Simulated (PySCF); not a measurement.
Run report: C$_{11}$H$_{12}$Si$_{11}$, NMR shielding calculation

C$_{11}$H$_{12}$Si$_{11}$, computed with GIAO KT3/pcSseg-1 NMR shielding, non-relativistic, gas phase (PySCF 2.14.0).

The geometry comes from this level: GFN2-xTB. Figures and captions count atoms from 1; the log counts them from 0 in places.

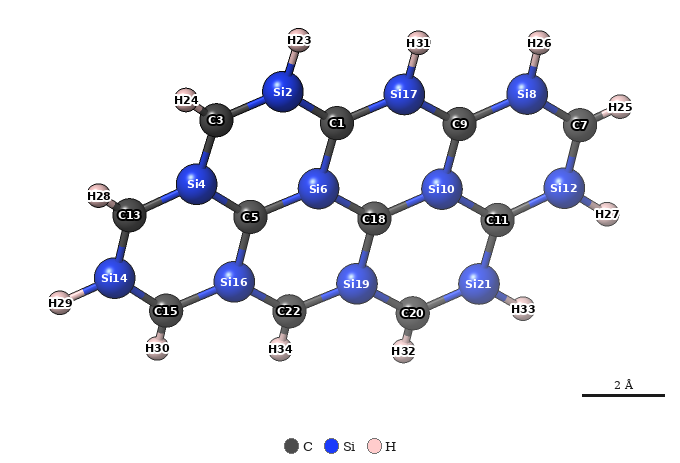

*The input geometry (ball-and-stick view, seen at a tilt; atoms are numbered from 1 in the order of the input).*

Bond lengths as drawn: C–H 1.08 Å, C–Si 1.78 to 1.88 Å and H–Si 1.47 to 1.48 Å.

Summary

```tsv
quantity	value
outcome	converged
total energy	−3643.174314 hartree
HOMO	−4.38 eV
LUMO	−3.22 eV
dipole moment	6.81 D
isotropic shielding, C	87.7 to 118.9 ppm
isotropic shielding, Si	255.5 to 270.1 ppm
isotropic shielding, H	24.5 to 27.3 ppm
hardware	2 CPU threads, shared host
wall time	50 s (CPU time 91 s)
peak memory	1.1 GiB
```

The input
```
{"job": {"kind": "nmr", "xc": "KT3", "basis": "pcSseg-1", "pop": false}, "charge": 0, "multiplicity": 1}
C     -0.781590     2.236457    -0.000243
Si    -2.398566     3.105239     0.000314
C     -3.959132     2.253337    -0.001063
Si    -4.071846     0.417620    -0.000002
C     -2.455288    -0.483243     0.000238
Si    -0.850781     0.359894     0.000019
C      5.599372     2.307533    -0.000082
Si     4.017128     3.168457     0.000551
C      2.436675     2.277817    -0.000003
Si     2.387146     0.411263    -0.000352
C      4.040103    -0.440165    -0.000457
Si     5.586538     0.502583    -0.000682
C     -5.633438    -0.502699     0.000073
Si    -5.623786    -2.303925     0.000296
C     -4.068647    -3.202919     0.001448
Si    -2.467990    -2.343798     0.001392
Si     0.801087     3.089698    -0.000373
C      0.803127    -0.466533     0.000008
Si     0.759469    -2.332981     0.001177
C      2.407313    -3.146268     0.001190
Si     3.957894    -2.275500    -0.000268
C     -0.837338    -3.155383     0.002499
H     -2.308834     4.580020     0.001309
H     -4.884675     2.814230    -0.001333
H      6.531081     2.858456    -0.000067
H      4.004020     4.642639     0.001903
H      6.872586    -0.217272    -0.001041
H     -6.568957     0.040828     0.000300
H     -6.902157    -3.037001    -0.001002
H     -4.065890    -4.284649     0.001943
H      0.840590     4.569603    -0.000852
H      2.401352    -4.228433     0.001644
H      5.265798    -2.957675    -0.001101
H     -0.840534    -4.238078     0.003440
```

The first line tells a small driver script what to run in PySCF; the rest is the geometry in Å.

Run as:
```bash
OMP_NUM_THREADS=2 python <driver script> task.json out
```

The program's output
```
start: PBE on a coarse grid of 35588 points
cycle   1  E = -3607.3948811395  dE =  2.996e+00  |g| = 1.774e+00  |ddm| = 6.908e+00
cycle   2  E = -3603.0350962188  dE =  4.360e+00  |g| = 3.684e+00  |ddm| = 6.056e+00
cycle   3  E = -3607.7677366976  dE = -4.733e+00  |g| = 1.044e+00  |ddm| = 5.562e+00
cycle   4  E = -3608.2386744064  dE = -4.709e-01  |g| = 3.634e-01  |ddm| = 1.889e+00
cycle   5  E = -3608.2532276659  dE = -1.455e-02  |g| = 2.802e-01  |ddm| = 6.315e-01
cycle   6  E = -3608.2785428135  dE = -2.532e-02  |g| = 7.864e-02  |ddm| = 4.038e-01
cycle   7  E = -3608.2797501465  dE = -1.207e-03  |g| = 5.061e-02  |ddm| = 1.268e-01
cycle   8  E = -3608.2804987452  dE = -7.486e-04  |g| = 1.192e-02  |ddm| = 5.877e-02
cycle   9  E = -3608.2805365685  dE = -3.782e-05  |g| = 6.904e-03  |ddm| = 1.973e-02
final grid: 292437 points
cycle  10  E = -3643.1657411690  dE = -8.198e-02  |g| = 4.010e-01  |ddm| = 7.166e-01
cycle  11  E = -3643.1698096475  dE = -4.068e-03  |g| = 2.063e-01  |ddm| = 3.163e-01
cycle  12  E = -3643.1662107165  dE =  3.599e-03  |g| = 1.428e-01  |ddm| = 3.123e-01
cycle  13  E = -3643.1741409073  dE = -7.930e-03  |g| = 2.104e-02  |ddm| = 2.115e-01
cycle  14  E = -3643.1743006215  dE = -1.597e-04  |g| = 6.869e-03  |ddm| = 3.331e-02
cycle  15  E = -3643.1743136012  dE = -1.298e-05  |g| = 2.402e-03  |ddm| = 1.026e-02
cycle  16  E = -3643.1743150284  dE = -1.427e-06  |g| = 1.310e-03  |ddm| = 3.905e-03
cycle  17  E = -3643.1743146899  dE =  3.385e-07  |g| = 4.440e-04  |ddm| = 2.029e-03
cycle  18  E = -3643.1743150885  dE = -3.986e-07  |g| = 1.581e-04  |ddm| = 7.440e-04
cycle  19  E = -3643.1743141110  dE =  9.775e-07  |g| = 6.856e-05  |ddm| = 2.597e-04
converged SCF energy = -3643.1743141110

GIAO shielding tensors (ppm)
atom      isotropic    diamagn.    paramagn.     s11        s22        s33       span
  0 C       87.654     280.661    -193.007     29.938     53.623    179.400    149.461
  1 Si     269.878     888.318    -618.439    108.516    343.520    357.599    249.083
  2 C       94.474     267.311    -172.836     -0.276    109.924    173.776    174.052
  3 Si     256.627     892.091    -635.464    179.805    243.978    346.098    166.293
  4 C      100.601     285.222    -184.621     66.539     68.659    166.604    100.066
  5 Si     265.656     898.134    -632.477    178.439    262.795    355.735    177.296
  6 C       92.775     268.043    -175.269    -15.133    108.119    185.337    200.470
  7 Si     257.796     887.756    -629.960    102.369    312.956    358.064    255.695
  8 C       89.576     281.748    -192.172     36.044     50.531    182.154    146.110
  9 Si     267.191     897.261    -630.070    191.756    254.036    355.782    164.026
 10 C       92.219     279.213    -186.995     38.300     59.661    178.695    140.395
 11 Si     259.802     886.529    -626.727    103.630    318.398    357.377    253.746
 12 C      110.517     265.887    -155.369     31.777    124.096    175.679    143.902
 13 Si     260.605     885.755    -625.150     92.489    327.545    361.782    269.293
 14 C      109.117     265.963    -156.846     27.957    123.749    175.646    147.689
 15 Si     255.513     893.315    -637.802    185.353    234.453    346.733    161.380
 16 Si     261.338     890.867    -629.529    112.152    319.917    351.945    239.793
 17 C      100.213     289.077    -188.864     65.811     71.281    163.548     97.737
 18 Si     260.979     893.889    -632.910    170.548    265.813    346.577    176.029
 19 C       96.255     267.090    -170.835      5.135    110.432    173.200    168.065
 20 Si     270.105     887.443    -617.338    109.120    343.961    357.233    248.113
 21 C      118.898     269.803    -150.904     64.294    126.347    166.054    101.760
 22 H       24.709      29.314      -4.605     19.622     24.285     30.219     10.597
 23 H       25.917      27.518      -1.601     22.881     26.795     28.076      5.195
 24 H       25.388      24.662       0.725     23.266     26.005     26.893      3.627
 25 H       24.505      28.295      -3.789     19.598     23.930     29.989     10.391
 26 H       24.585      26.634      -2.049     19.921     23.736     30.099     10.178
 27 H       26.705      26.822      -0.117     23.155     27.703     29.256      6.101
 28 H       24.721      25.226      -0.505     20.573     22.878     30.710     10.137
 29 H       26.614      29.574      -2.961     22.873     28.025     28.943      6.071
 30 H       24.523      31.969      -7.445     18.900     24.845     29.825     10.925
 31 H       26.019      29.634      -3.615     22.638     27.320     28.098      5.460
 32 H       24.671      28.186      -3.515     19.842     23.872     30.299     10.457
 33 H       27.257      31.800      -4.544     21.728     29.185     30.857      9.129
```

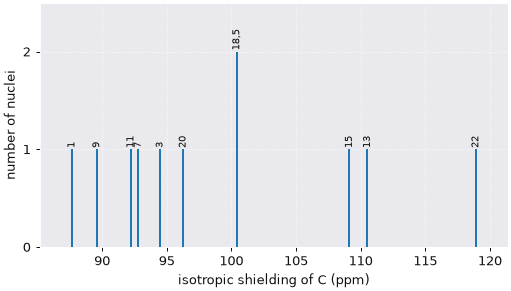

*Isotropic shieldings of the carbon nuclei in this fixed geometry, labelled by atom number; shielding grows to the right, so chemical shift grows to the left.*

The least shielded is C1 (87.7 ppm), the most shielded C22 (118.9 ppm).
